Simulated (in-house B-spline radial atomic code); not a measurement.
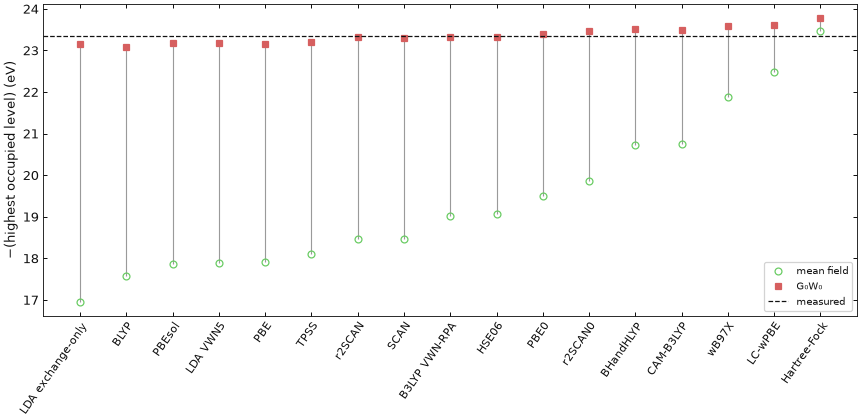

Binding energy of the highest level (3p↑) of S⁺ ([Ne] 3s² 3p³) on 17 mean-field starts and after G₀W₀. All-electron spherical atom, non-relativistic, no spin-orbit coupling, Breit or QED terms; computed with a B-spline radial code.

**Describe the starting-point dependence.**

The mean-field values spread from 16.95 eV (LDA exchange-only) to 23.47 eV (Hartree-Fock); after G₀W₀ they lie between 23.08 eV (BLYP) and 23.79 eV (Hartree-Fock), so the spread shrinks from 6.52 to 0.70 eV. The measured removal energy is 23.34 eV; the nearest G₀W₀ value is that on HSE06 (23.33 eV).

| Start | Mean field (eV) | G₀W₀ (eV) | RPA correlation (hartree) |
| --- | --- | --- | --- |
| LDA exchange-only | 16.95 | 23.16 | −0.881 |
| BLYP | 17.59 | 23.08 | −0.880 |
| PBEsol | 17.86 | 23.17 | −0.880 |
| LDA VWN5 | 17.89 | 23.17 | −0.881 |
| PBE | 17.92 | 23.15 | −0.880 |
| TPSS | 18.12 | 23.20 | −0.871 |
| r2SCAN | 18.47 | 23.32 | −0.860 |
| SCAN | 18.48 | 23.30 | −0.859 |
| B3LYP VWN-RPA | 19.01 | 23.31 | −0.853 |
| HSE06 | 19.07 | 23.33 | −0.851 |
| PBE0 | 19.49 | 23.39 | −0.845 |
| r2SCAN0 | 19.86 | 23.47 | −0.833 |
| BHandHLYP | 20.72 | 23.51 | −0.816 |
| CAM-B3LYP | 20.76 | 23.50 | −0.830 |
| wB97X | 21.89 | 23.60 | −0.819 |
| LC-wPBE | 22.48 | 23.62 | −0.821 |
| Hartree-Fock | 23.47 | 23.79 | −0.765 |
